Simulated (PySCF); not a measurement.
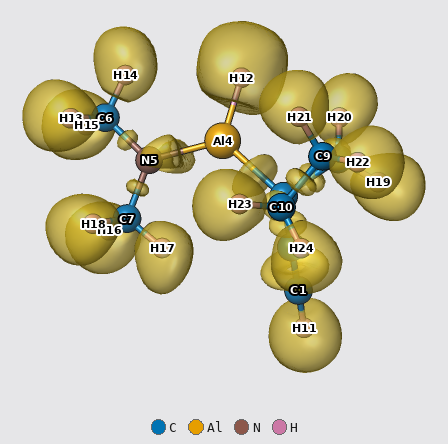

C8H14AlN (SMILES C#C[C]1([AlH][N](C)C)CCC1). Isosurface of the electron localisation function at 0.85 (yellow), seen at a tilt. Core shells and regions of very low density are left out.

Geometry: GFN2-xTB.

Theory: PBE0/pcSseg-1, SCF density, gas phase, non-relativistic in PySCF 2.14.0.

Input

```
{"job": {"kind": "nmr", "xc": "PBE0", "basis": "pcSseg-1"}, "charge": 0, "multiplicity": 1}
C     -1.540776     2.839464    -0.231717
C     -1.369379     1.654704    -0.323158
C     -1.211146     0.227767    -0.402572
Al     0.686384    -0.422075    -0.684823
N      2.069837     0.007032     0.373044
C      3.374661    -0.610974     0.230871
C      2.026596     0.998510     1.434490
C     -2.061388    -0.494844    -1.482452
C     -2.459131    -1.525355    -0.423462
C     -1.993543    -0.572685     0.679537
H     -1.661519     3.879518    -0.165042
H      0.918632    -1.380463    -1.869876
H      3.670470    -1.134430     1.148147
H      3.329271    -1.334672    -0.586368
H      4.146300     0.132488    -0.001081
H      2.739654     1.809890     1.247046
H      1.020860     1.421414     1.478867
H      2.267215     0.551568     2.406490
H     -2.897484     0.104982    -1.839863
H     -1.508698    -0.889486    -2.344011
H     -1.828986    -2.415965    -0.476896
H     -3.505229    -1.826626    -0.400589
H     -1.411018    -1.009737     1.493419
H     -2.813315     0.009740     1.101840
```

Command:

```sh
OMP_NUM_THREADS=1 python probes_run.py task.json out
```

**Identify the bonds, lone pairs and shells in this picture.**

The ELF exceeds this value in one region between bonded Al–C atoms (shared pairs), six regions between bonded C–C atoms (shared pairs), two regions between bonded C–N atoms (shared pairs), 14 regions around hydrogen nuclei and one lobe of the valence shell of N pointing towards Al. Along the contacts the grid gives the following. C–C (1.20 Å): the ELF peaks at about 0.85 between the atoms (a short, multiple covalent bond). C–N (1.45 Å): the ELF peaks at about 0.90 between the atoms: localised, covalent bonding.
